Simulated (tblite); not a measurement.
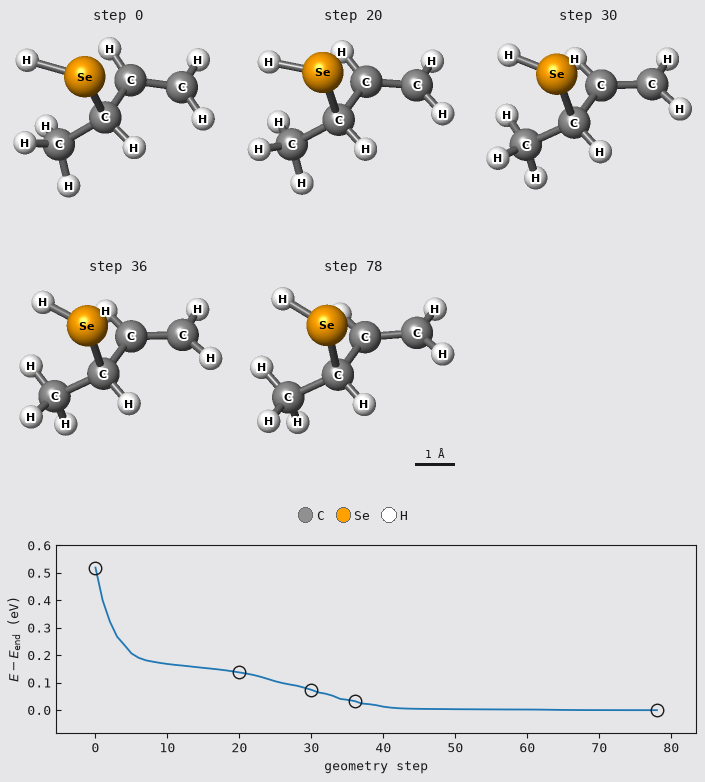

Frames of a relaxation of C₄H₈Se (charge +1, multiplicity 2), marked on the history of the run. The picture is a ball-and-stick view, seen at a tilt.

The calculation used tblite, GFN2-xTB geometry optimisation, gas phase. 

> What happens along the run?

The largest move after the best rigid fit is that of an H atom, 0.83 Å. Largest moves by element: H 0.83 Å, C 0.23 Å, Se 0.21 Å. Some distances before and after: H–Se 1.553 → 1.460 Å, C–Se 1.954 → 2.013 Å, C–H 1.124 → 1.089 Å, C–C 1.359 → 1.337 Å. Among the angles between lasting bonds that change: C–Se–H 107.0° → 94.8°, C–C–Se 106.1° → 97.2°, H–C–H 124.2° → 116.2°. Groups turn about C–C by about 45°, C–C by about 20°. Over 78 geometry steps the energy falls by 0.519 eV. From step 0 to 20: an H atom moves most (0.27 Å), energy −0.382 eV. From step 20 to 30: an H atom moves most (0.35 Å), energy −0.063 eV. From step 30 to 36: an H atom moves most (0.23 Å), energy −0.041 eV. From step 36 to 78: an H atom moves most (0.23 Å), energy −0.033 eV.

```csv
step,"E − E(0), eV"
0,0.0000
1,-0.1193
2,-0.1964
3,-0.2515
4,-0.2814
5,-0.3127
6,-0.3286
7,-0.3378
8,-0.3429
9,-0.3474
10,-0.3511
14,-0.3625
17,-0.3708
21,-0.3862
24,-0.4062
28,-0.4306
31,-0.4549
35,-0.4817
39,-0.5012
42,-0.5122
46,-0.5150
49,-0.5156
53,-0.5163
57,-0.5169
60,-0.5171
64,-0.5183
67,-0.5189
71,-0.5192
74,-0.5193
78,-0.5194
```
